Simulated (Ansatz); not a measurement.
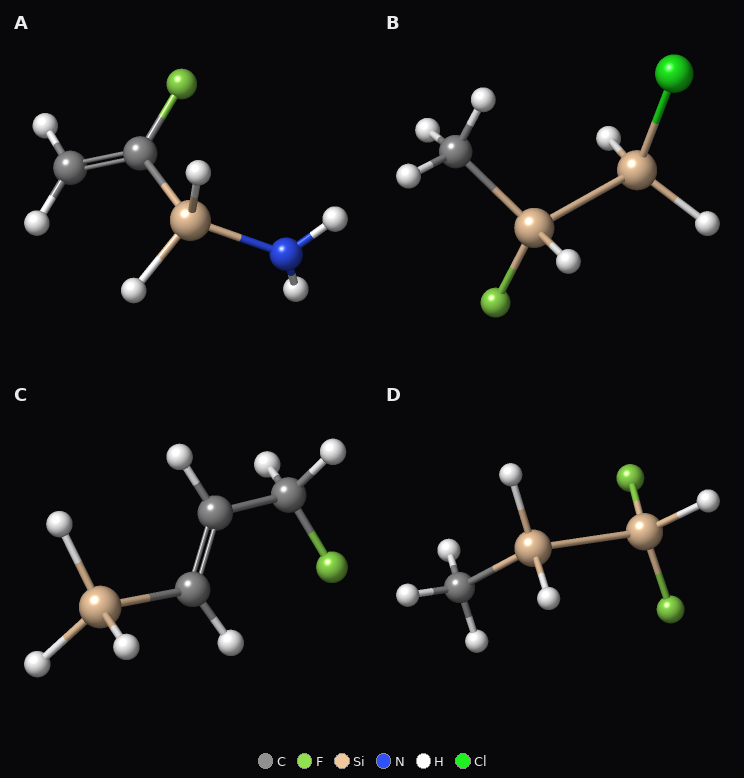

Source: calculation with Ansatz.

Q: Match each picture to its SMILES.
(1) C[Si@@H](F)[SiH2]Cl
(2) FC/C=C/[SiH3]
(3) C=C(F)[SiH2]N
(4) C[SiH2][SiH](F)F

A: A is (3), B is (1), C is (2), D is (4).
